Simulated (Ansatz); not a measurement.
# Fields on a plane of AlN (wurtzite)

```
CELL_PARAMETERS angstrom
      3.11382     0.00000     0.00000
     -1.55691     2.69665     0.00000
      0.00000     0.00000     4.98358
ATOMIC_POSITIONS crystal
  Al 0.33333 0.66667 0.99641
  Al 0.66667 0.33333 0.49641
  N  0.33333 0.66667 0.37839
  N  0.66667 0.33333 0.87839
```

The slice is a (0001) plane (indices of the conventional cell) through the point (0.333, 0.667, 0.996) (fractional), spanned by u = [110] and v = [1 -1 0] in vectors of this cell: u (3.11 Å) and v (5.39 Å, at 90° to u). It covers one period; positions are fractions (u, v).

Atoms on it: Al at (0.00, 0.00); Al at (0.50, 0.50). Other atoms lie within 1 Å of the plane.

Level of theory: PBEsol (plane waves to 420 eV, PAW, scalar-relativistic; Ansatz, a program for electronic structure). k mesh 12×12×7. Near the nuclei the fields are pseudised (PAW); where an atom keeps semicore shells as valence, they peak there. AlN was relaxed with its symmetry unable to fall.

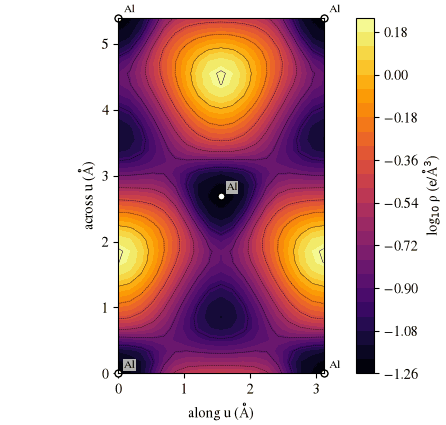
*Log₁₀ of the valence density in e/Å³, one period of the plane, atoms marked. The scale is logarithmic, as a density can span decades between atoms and voids.*

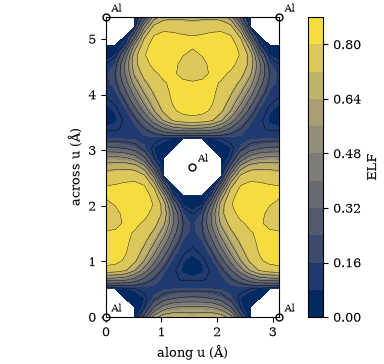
Figure: Electron localisation function (ELF), one period of the plane, atoms marked. Points within 0.4 Å of a nucleus are left white, as the pseudised field means little there.
